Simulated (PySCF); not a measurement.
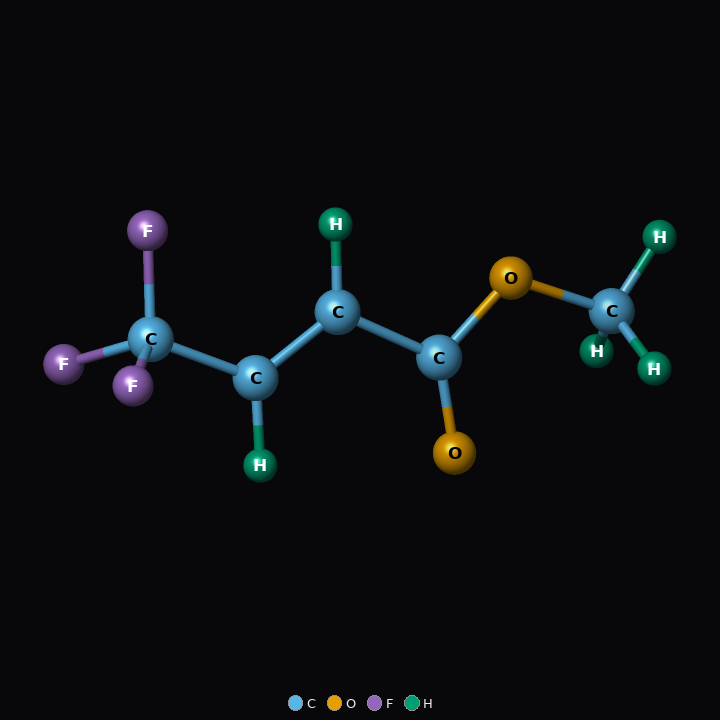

Ball-and-stick drawing of a structure.

Computed geometry: GFN2-xTB optimisation. No frequency run is at hand to confirm it as a minimum.

> What is the molecular formula?

C₅H₅F₃O₂, 15 atoms: 5 carbon, 5 hydrogen, 3 fluorine and 2 oxygen.

> Does it have rings?

It has no ring.

> Name functional groups in it.

Among them: ester, alkene, C–F bond.

More results for the same structure follow; atom numbers are the same in all pictures, views and colours differ.

Shape

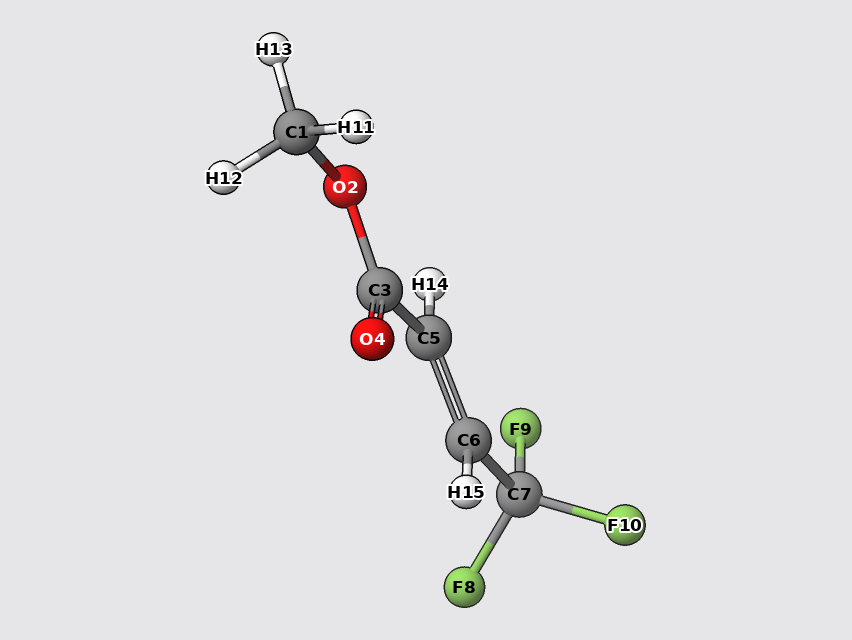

No frequency run is at hand to confirm it as a minimum.

> How are the neighbours of atom 2 arranged?

O2 has 2 neighbours (C1 at 1.42, C3 at 1.33 Å); the arrangement is bent.

> Describe the coordination of atom 5.

C5 has 3 neighbours (C3 at 1.49, C6 at 1.33, H14 at 1.08 Å); the arrangement is trigonal planar.

> Describe the coordination of atom 1.

C1 has 4 neighbours (O2 at 1.42, H11 at 1.09, H12 at 1.09, H13 at 1.09 Å); the arrangement is tetrahedral.

> What is the geometry at C6?

C6 has 3 neighbours (C5 at 1.33, C7 at 1.50, H15 at 1.08 Å); the arrangement is trigonal planar.

> What is the dihedral angle O4–C3–C5–C6?

0° in size, that is syn (eclipsed).

NMR shielding

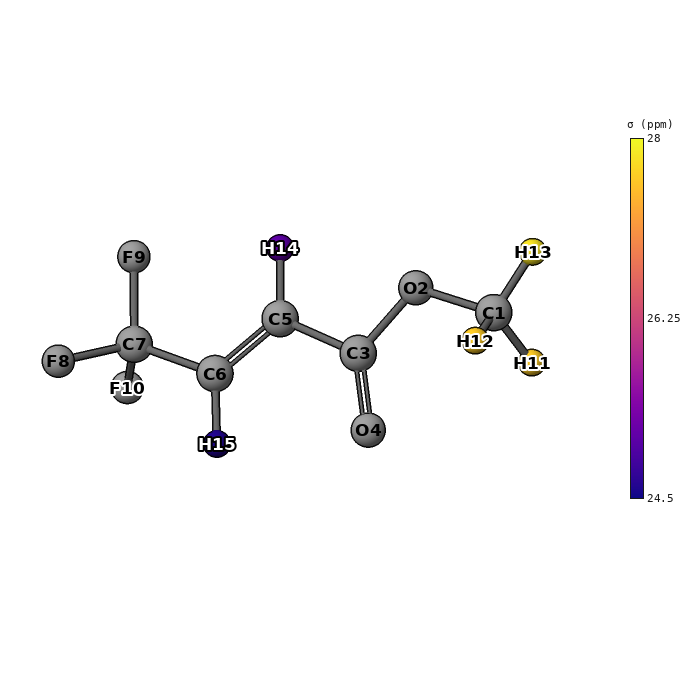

Atoms are coloured by their isotropic NMR shieldings (H only, the others grey). No frequency run is at hand to confirm it as a minimum. Method: GIAO PBE0/pcSseg-1 NMR shielding, non-relativistic, gas phase (PySCF 2.14.0).

> Which H atom is the most shielded (lowest chemical shift)?

H13 (27.81 ppm).

> Which H atom is the least shielded (highest chemical shift)?

H15 (24.62 ppm).

> How wide is the range of H shifts?

3.19 ppm.

List the isotropic NMR shieldings of the H atoms.

```
atom  σ (ppm)
 H11    27.61
 H12    27.61
 H13    27.81
 H14    25.10
 H15    24.62
```

Electronic properties

No frequency run is at hand to confirm it as a minimum. Properties computed with PBE0/pcSseg-1, gas phase (PySCF 2.14.0).

Computed properties:

- dipole moment: 3.04 D
- HOMO energy (Kohn–Sham orbital): −8.62 eV
- LUMO energy (Kohn–Sham orbital): −2.11 eV
- HOMO–LUMO gap: 6.51 eV

Quadrupole coupling

No frequency run is at hand to confirm it as a minimum. Electric field gradients from the ground-state density, PBE0/pcSseg-1 (PySCF 2.14.0), non-relativistic apart from any core potentials.

Give the largest field-gradient component, the quadrupole coupling constant and the asymmetry for 17O at O2 (Q = −25.6 mb), 17O at O4 (Q = −25.6 mb).

```
atom  V_zz (a.u.)  e²qQ/h (MHz)     η
  O2        1.687        −10.15  0.35
  O4       −1.573          9.46  0.15
```
